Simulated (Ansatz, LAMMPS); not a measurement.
# Amorphous polyisobutylene (as short chains C18H38), from a frame at 500 K (224 atoms): geometry optimisation, part 3 of 3

How does amorphous polyisobutylene (as short chains C18H38), from a frame at 500 K (224 atoms) relax, and what do bonds, charges and levels look like afterwards?

Ansatz 0.2.0; Kohn-Sham DFT, PBE+D4, PAW (set soft_2), plane waves.

The cell: 72 C and 152 H. The network of contacts between molecules at the start is that of the classical potential that made the cell. The density was typed from a rule of thumb and may lie off the real one at this temperature. Sampling is at Γ alone, for a cell whose shortest periodic width is 13 Å.

So far. Step 4 (Relaxation): The relaxation changed the energy by -64.6 meV/atom, and atoms moved by 0.66 Å r.m.s., 1.9 Å at most.

## Step 6: Single point at the relaxed geometry

The electronic structure is read at the final geometry, in a run of its own.

The input, input.yaml:

```yaml
crystal:
  lattice:
    - [12.9521, 0.0, 0.0]
    - [0.0, 12.9521, 0.0]
    - [0.0, 0.0, 12.9521]
  atoms:
    - { symbol: C, position: [0.98395, 0.24352, 0.54142] }
    - { symbol: C, position: [0.8715, 0.2796, 0.53619] }
    - { symbol: C, position: [0.8435, 0.37483, 0.60278] }
    - { symbol: C, position: [0.91896, 0.46376, 0.57888] }
    - { symbol: C, position: [0.8545, 0.34947, 0.71868] }
    - { symbol: C, position: [0.73435, 0.41913, 0.57715] }
    - { symbol: C, position: [0.63162, 0.35606, 0.57032] }
    - { symbol: C, position: [0.63105, 0.28785, 0.4727] }
    - { symbol: C, position: [0.61632, 0.28774, 0.66585] }
    - { symbol: C, position: [0.54775, 0.44232, 0.55775] }
    - { symbol: C, position: [0.42854, 0.42855, 0.57335] }
    - { symbol: C, position: [0.38458, 0.3297, 0.52525] }
    - { symbol: C, position: [0.40515, 0.42887, 0.68988] }
    - { symbol: C, position: [0.38327, 0.52703, 0.52029] }
    - { symbol: C, position: [0.26674, 0.55399, 0.50802] }
    - { symbol: C, position: [0.26461, 0.66515, 0.46541] }
    - { symbol: C, position: [0.20572, 0.5531, 0.6098] }
    - { symbol: C, position: [0.21178, 0.48488, 0.42846] }
    - { symbol: H, position: [0.99423, 0.17289, 0.49559] }
    - { symbol: H, position: [0.00828, 0.22564, 0.62071] }
    - { symbol: H, position: [0.03732, 0.30157, 0.51031] }
    - { symbol: H, position: [0.82173, 0.21469, 0.55919] }
    - { symbol: H, position: [0.85231, 0.29681, 0.45506] }
    - { symbol: H, position: [0.9979, 0.44468, 0.60286] }
    - { symbol: H, position: [0.89613, 0.53423, 0.62047] }
    - { symbol: H, position: [0.92008, 0.48192, 0.49584] }
    - { symbol: H, position: [0.83029, 0.41571, 0.76615] }
    - { symbol: H, position: [0.93533, 0.33274, 0.73844] }
    - { symbol: H, position: [0.80834, 0.2825, 0.74198] }
    - { symbol: H, position: [0.72158, 0.48039, 0.63505] }
    - { symbol: H, position: [0.74135, 0.46, 0.50259] }
    - { symbol: H, position: [0.65101, 0.33386, 0.4041] }
    [... 186 atom lines left out ...]
    - { symbol: H, position: [0.39293, 0.49419, 0.14936] }
    - { symbol: H, position: [0.50134, 0.41005, 0.15156] }
    - { symbol: H, position: [0.40666, 0.39615, 0.05422] }
    - { symbol: H, position: [0.54402, 0.41314, 0.91283] }
    - { symbol: H, position: [0.63787, 0.42017, 0.01165] }
    - { symbol: H, position: [0.63269, 0.5177, 0.91494] }
kpoints:
  mp_grid: { grid: [1, 1, 1] }
hamiltonian:
  xc: pbe
  dispersion: d4
scf:
  occupations: { method: fixed }
output:
  forces: true
  stress: true
  populations: true
  dos:
    method: { smearing: { sigma: 0.08 } }
    de: 0.1
    projected: { site_lists: { C: [C], H: [H] } }
  eigenvalues: true
  write_density: true
  write_potential: true
  volumetric_format: npy
  elf: true
```

Started as:

```console
$ ansatz run input.yaml --threads 4 --pin off --max-ram 8192MiB --backend cpu --events-out ev --progress --plain --runs-dir out
```

Numbers of over 12 decimals in the logs are rounded to 6 here.

The program printed:

```text
[...]
Crystal: 224 atoms, lattice volume = 2172.804 Å³
Basis set: ecut = 420 eV, 42499 PW (Γ), exchange–correlation on 180×180×180 points (8 copies of the dense FFT grid, shifted against one another)
Bands: 444, of which v1, the nominal top of the filled ones, is band 220 counted from 1 (219 counted from 0)
Symmetry: 1 space group operations
[...]
k-points: 1
[...]
SCF iter   1: F=—  HF=-20526.619579 eV  |F-HF|=—  |Δ(HF+E_count)|=         —  Δρ=3.97e-3  dr2=3.89e-1  ethr=1.77e-3  ⟨swp⟩=4.0  Hψ=1528  notcnv=0  defer=217
[...]
SCF iter   8: F=-20526.660108 eV  HF=-20526.660108 eV  |F-HF|=4.06e-8  |Δ(HF+E_count)|=   1.19e-8  Δρ=1.53e-6  dr2=7.39e-8  ethr=2.27e-11  ⟨swp⟩=24.0  Hψ=4230  notcnv=0
SCF 1 converged in 8 iterations: F = -20526.660108 eV  dr2 = 7.39e-8
[...]
WARN: The input density's exchange-correlation potential varies sharply where the density is thin. Do not read a vacuum level from v_tot or v_xc, or from such a field of the output density. On a cell that repeats whose density bears no net charge and no dipole along the vacuum's axis use v_es (v_loc + v_h of the components); [...]
SCF converged after 8 iterations
Free energy (F): -20526.660108 eV
[...]
Internal energy: -20526.660108 eV  (E = F + TS)
E sigma→0 (E₀):  -20526.660108 eV
Fermi energy:    -2.116711 eV
[...]
--- Forces (eV/Å), atoms counted from 1 ---
  atom   1  C     -0.02324351    -0.01049715     0.00223833
  atom   2  C      0.01718234     0.02361796     0.01630224
  atom   3  C     -0.00540663    -0.01470726     0.01531298
  atom   4  C     -0.01521938    -0.00367629    -0.00521384
  atom   5  C     -0.00461162     0.02511746    -0.03141205
  atom   6  C      0.03815787     0.02655359     0.00105331
  atom   7  C      0.00261553    -0.00532025     0.00511227
  atom   8  C     -0.03028435    -0.01549569    -0.01770388
  atom   9  C     -0.00829843    -0.00798772     0.00827505
  atom  10  C     -0.00223743    -0.00524986     0.00087007
  atom  11  C     -0.00714121    -0.00675396    -0.00455861
  atom  12  C      0.00205230    -0.01900426    -0.00246960
  atom  13  C     -0.00144718     0.00206831     0.01500384
  atom  14  C      0.00147526     0.01698114    -0.00806861
[...]
atom 223  H     -0.01209900     0.03017027    -0.01766452
  atom 224  H     -0.02243315    -0.02735411     0.03216787
  max |Σ_I F_I| component: 3.35e-5 eV/Å
--- Stress (GPa, compression-positive) ---
       -0.201161      -0.036360       0.018332
       -0.036360      -0.309369       0.029333
        0.018332       0.029333      -0.321821
  P = ⅓ Tr σ = -0.2775 GPa (-2.775 kbar)
--- Band table (eV) ---
[...]
--- Löwdin populations: 224 sites ---
  site symbol       q [e]
     0      C      4.4520
     1      C      4.2647
     2      C      3.9107
[...]
223      H      0.8244
  spilling = 0.011046 (of n_electrons = 440.000000)
```

Elapsed: 42 s, on 4 threads of Intel Xeon Platinum 8259CL at 2.50GHz (Skylake/Cascade Lake), shared host; peak memory 2.9 GiB.

The program notes that the exchange-correlation potential is rough where the density is thin.

Read from the output:

| Quantity | Value |
| --- | --- |
| free energy | -20526.6601 eV |
| free energy per atom | -91.6369 eV/atom |
| SCF cycles | 8 |
| pressure | -0.2775 GPa |
| r.m.s. force component | 0.0103 eV/Å |
| longest force | 0.05233 eV/Å |
| Fermi energy | -2.117 eV |
| gap (highest filled to lowest empty level) | 5.137 eV |
| spilling of the projection | 0.01105 |

Löwdin charges by element (they lack the spilled electrons, 0.022 e an atom on average):

```
element  coordination  atoms  mean charge (e)  spread   least   most
      C           all     72           -0.295   0.218  -0.464  0.098
      H           all    152            0.172  0.0073   0.154  0.187
```

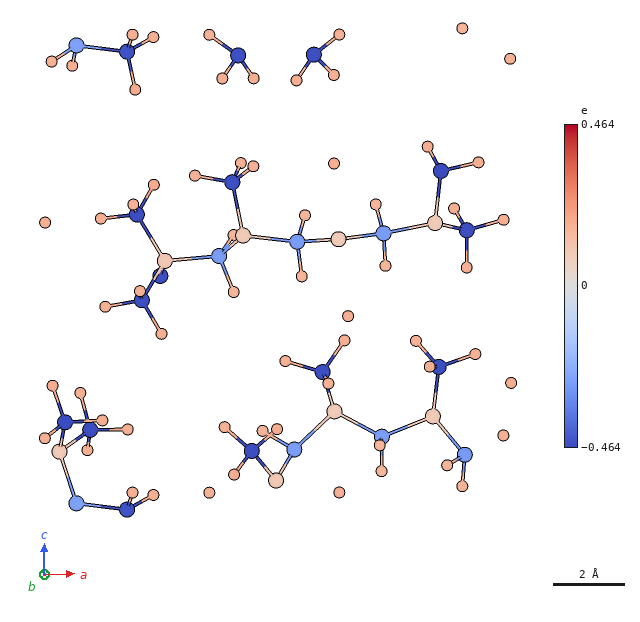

Atoms coloured by Löwdin charge. Drawn is a slice 4 Å thick, seen along the normal of the ac plane. Bonds to atoms that aren't drawn are left out.

States in the cell by windows of 1 eV, zero at the Fermi level; the larger projections on atomic orbitals stand beside the total:

```
from (eV)  to (eV)  total   C p   H s   C s
      -14      -13    9.5   1.5   1.6   6.2
      -13      -12    7.3   1.4   1.2   4.6
      -12      -11    8.0   1.1   2.1   4.6
      -11      -10   52.6   9.6  16.6  25.6
      -10       -9   11.4   2.5   3.1   5.6
       -9       -8    8.0   2.1   2.5   3.3
       -8       -7    8.0   3.8   1.7   2.5
       -7       -6   22.9  11.2   5.8   5.5
       -6       -5    6.6   4.4   1.7   0.4
       -5       -4   56.1  39.6  14.3   1.3
       -4       -3   49.8  33.3  15.1   0.7
       -3       -2   76.8  48.2  27.5   0.6
       -2       -1   66.2  45.1  20.1   0.7
       -1        0   39.4  29.4   9.2   0.7
        0        1    2.0   1.6   0.4   0.0
        1        5    0.0   0.0   0.0   0.0
```

The curve was stored every 0.100 eV, coarse against its broadening of 0.08 eV, so these counts are rough.

With fixed occupations the program's Fermi level is the highest filled level; weight inside the gap is the broadening of levels at its edges.

Between -15 and -14 eV lie 15 more states.

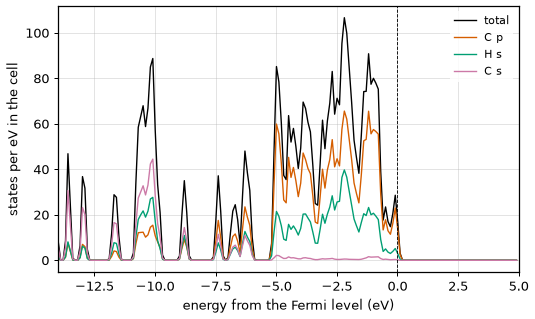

Total and projected density of states, with the broadening of the input.

The levels nearest the highest filled one (over half full), pooled over k-points and spins:

```
level less the highest filled one (eV)  occupation
                                -0.495           2
                                -0.380           2
                                -0.244           2
                                -0.124           2
                               -0.0974           2
                                     0           2
                                  5.14           0
                                  5.81           0
                                  5.87           0
                                  5.94           0
                                  6.06           0
                                  6.10           0
```

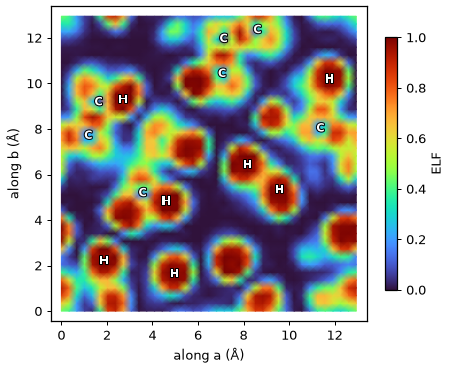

ELF in the ab plane at fractional z = 0.163, with atoms of C and H within 0.2 Å of it. It is the smooth field of the valence electrons, not physical close to the nuclei. The map starts off the cell's origin, so that atoms lie inside it.

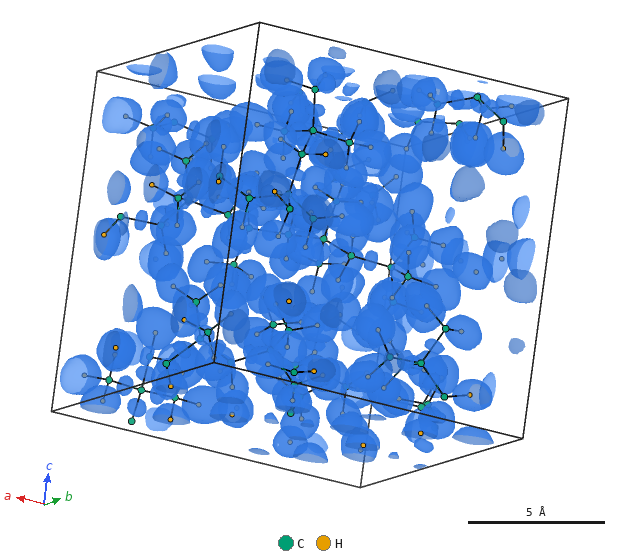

Surface of ELF = 0.85. Bonds to atoms that aren't drawn are left out.

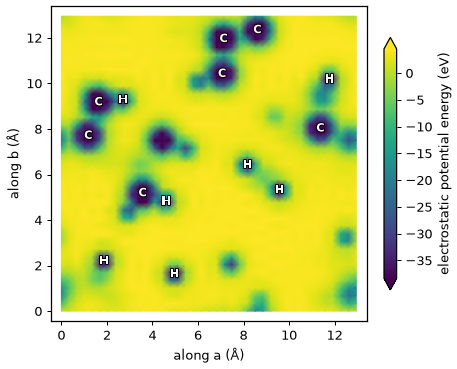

Electrostatic potential energy in the ab plane at fractional z = 0.163, with atoms of C and H within 0.2 Å of it. With pseudopotentials it is smooth inside the atoms' cores, unlike the true potential. The map starts off the cell's origin, so that atoms lie inside it.

Mean Löwdin charges: C -0.30, H +0.17 e (they miss 1.1 % of the electrons, so they add up to more than the cell's charge). The largest share in the top eV of filled states is C p (75 % of the projected weight), and in the lowest eV of empty states H s (58 % of the projected weight).

The surroundings of H35, picked at random, nearest first, numbered as they follow in the input and with coordinates relative to it.

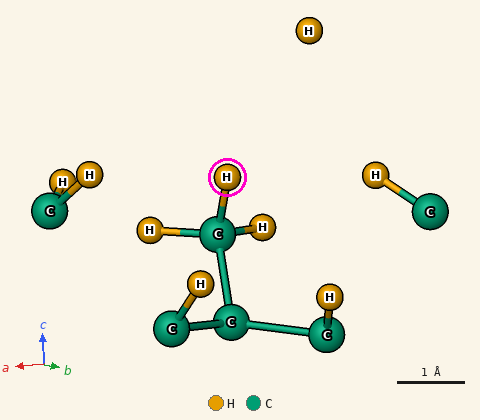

The atoms of the table, within 3.1 Å (arrows a, b, c point along x, y, z); some may hide others; the central atom is ringed.

```
atom      x      y      z  distance (Å)  bonds  Löwdin charge (e)
 H35   0.00   0.00   0.00          0.00      1               0.18
  C9  -0.05  -0.58  -0.93          1.10      4              -0.45
 H36   0.73  -1.35  -0.89          1.77      1               0.17
 H37  -1.01  -1.10  -0.96          1.78      1               0.17
  C7   0.15   0.31  -2.17          2.20      4               0.09
 H45  -2.25   0.45  -0.10          2.29      1               0.17
 H29   2.44  -0.65   0.05          2.52      1               0.17
 H30   1.31   1.92  -1.33          2.68      1               0.16
H222  -0.99   1.05   2.27          2.68      1               0.18
  C6   1.48   1.12  -2.08          2.79      4              -0.28
 H38  -0.66   2.25  -1.66          2.87      1               0.16
 C10  -0.94   1.42  -2.33          2.89      4              -0.28
 H27   2.72   1.08   0.37          2.95      1               0.18
  C5   3.03   0.22  -0.25          3.05      4              -0.46
 C13  -2.79   1.25  -0.62          3.12      4              -0.46
```

The column of bonds counts only the pairs H-C within 1.34 Å, C-C within 1.85 Å; other neighbours, such as metal atoms beside each other in a compound, aren't counted, and periodic images can show an atom twice.

## Step 7: Other settings

Changed here: scf.initial_density.chi_scale = 0.0, scf.occupations.method = "methfessel_paxton" and scf.occupations.width = 0.025.

input.yaml: that of step 6 with these lines changed.

```diff
@@ -6,3 +6,3 @@
   atoms:
-    [... the 224 atom lines of step 6 ...]
+    [... the 224 atom lines of step 3 ...]
 kpoints:
@@ -13,3 +13,4 @@
 scf:
-  occupations: { method: fixed }
+  occupations: { method: methfessel_paxton, width: 0.025 }
+  initial_density: { chi_scale: 0.0 }
 output:
@@ -23,5 +24 @@
   eigenvalues: true
-  write_density: true
-  write_potential: true
-  volumetric_format: npy
-  elf: true
```

The program printed:

```text
[...]
Crystal: 224 atoms, lattice volume = 2172.804 Å³
Basis set: ecut = 420 eV, 42499 PW (Γ), exchange–correlation on 180×180×180 points (8 copies of the dense FFT grid, shifted against one another)
Bands: 444, of which v1, the nominal top of the filled ones, is band 220 counted from 1 (219 counted from 0)
Symmetry: 1 space group operations
[...]
k-points: 1
[...]
SCF iter   1: F=—  HF=-20634.799145 eV  |F-HF|=—  |Δ(HF+E_count)|=         —  Δρ=1.17e-1  dr2=3.62e2  ethr=3.10e-3  ⟨swp⟩=6.0  Hψ=2122  notcnv=0  defer=53
[...]
SCF iter  10: F=—  HF=-20512.185259 eV  |F-HF|=—  |Δ(HF+E_count)|=   4.40e-7  S|Δr|=    0.00e0  Δρ=2.33e-6  dr2=1.53e-7  ethr=2.43e-10  ⟨swp⟩=2.0  Hψ=447  notcnv=0  defer=217
SCF iter  11: F=-20512.185259 eV  HF=-20512.185259 eV  |F-HF|=6.08e-10  |Δ(HF+E_count)|=   5.29e-8  S|Δr|=    0.00e0  Δρ=6.18e-7  dr2=1.07e-8  ethr=2.27e-11  ⟨swp⟩=17.0  Hψ=3439  notcnv=0
SCF 1 converged in 11 iterations: F = -20512.185259 eV  dr2 = 1.07e-8
[...]
SCF converged after 11 iterations
Stability not checked: this state was not tested for a lower state beside it, because cold or Methfessel-Paxton smearing, or corrected tetrahedra, fill the levels in a way that the test cannot read (fill_not_monotonic; see scf.lower_state_search)
Free energy (F): -20512.185259 eV
[...]
Internal energy: -20512.185259 eV  (E = F + TS)
E sigma→0 (E₀):  -20512.185259 eV
Fermi energy:    0.555745 eV
Step filling:    the computed levels leave a gap of 4.8722 eV = 194.9 smearing widths at the electron count; against every level under it full and every level over it empty, smearing changes F+E_penalty+E_count by +0.00e0 meV and its σ→0 estimate by +0.00e0 meV
[...]
Σ components = -20512.185259   (vs F -20512.185259, Δ=0.00e0)
--- Forces (eV/Å), atoms counted from 1 ---
  atom   1  C     -1.06093196    -1.58392404    -1.09899771
  atom   2  C      0.52067602    -0.02253521     0.40245969
  atom   3  C      0.61992514     2.23809746    -1.10358817
  atom   4  C      1.03673887    -2.79117879    -0.91443751
[...]
atom 224  H     -0.25117237    -0.15015275     0.70339172
  max |Σ_I F_I| component: 5.79e-5 eV/Å
--- Stress (GPa, compression-positive) ---
        1.680401      -0.011843      -1.096141
       -0.011842       2.423040       0.409961
       -1.096140       0.409961       3.729520
  P = ⅓ Tr σ = 2.6110 GPa (26.110 kbar)
--- Band table (eV) ---
[...]
--- Löwdin populations: 224 sites ---
  site symbol       q [e]
     0      C      4.4313
     1      C      4.2722
     2      C      3.9131
[...]
223      H      0.8357
  spilling = 0.011104 (of n_electrons = 440.000000)
```

Wall time 44 s (4 threads); peak memory 2.9 GiB.

Geometry and reference: those of the single point at the start.

Forces differ from those of the single point at the start by 0.007 meV/Å r.m.s., 6.0e-4 % of their size. It took 0.74 times the reference's time, which goes against the count of work (plane waves, k-points, bands and cycles) (shared host, so rough).

## Step 8: Results

```json
{
 "energy change in the relaxation": "-64.62 meV/atom",
 "r.m.s. displacement": "0.659 Å",
 "largest displacement": "1.885 Å",
 "free energy per atom": "-91.6369 eV/atom",
 "pressure": "-0.2775 GPa",
 "r.m.s. force component": "0.0103 eV/Å",
 "gap (highest filled to lowest empty level)": "5.137 eV",
 "wall time of the 4 DFT runs": "9.1 min"
}
```

In words: Relaxation lowers the energy by 64.6 meV/atom and moves atoms by 0.66 Å r.m.s.; the r.m.s. force component goes from 1.1 to 0.010 eV/Å, the pressure goes from 2.6 to -0.28 GPa, and the gap from 4.87 to 5.14 eV. By the final cutoffs no bond was broken or made. First to last step the energy falls by 14.475 eV; the largest move, 1.88 Å, is that of H49. The H-C bonds change most in mean length: from 1.089 Å (spread 0.038) to 1.099 Å (spread 0.002). Counting bonds as in the table, all C atoms have 4 and all H atoms have 1 bonded neighbour. Between filled and empty levels lie 5.14 eV (at Γ alone); a semilocal functional tends to put such gaps too low. In a disordered cell it changes from sample to sample, and tail or defect levels can set it.

**Limits.** The network of contacts between molecules at the start is that of the classical potential that made the cell; in DFT atoms moved by 0.66 Å r.m.s.

[Logs are printed without paths, hosts, clocks, repeated set-up lines and the standing remarks that a program may print on its own settings, such as how far it seeks lower states.]

[Hosts, paths, dates, database ids (printed as entryN), source tags and the programs' standing remarks are cut or masked in the printed files.]
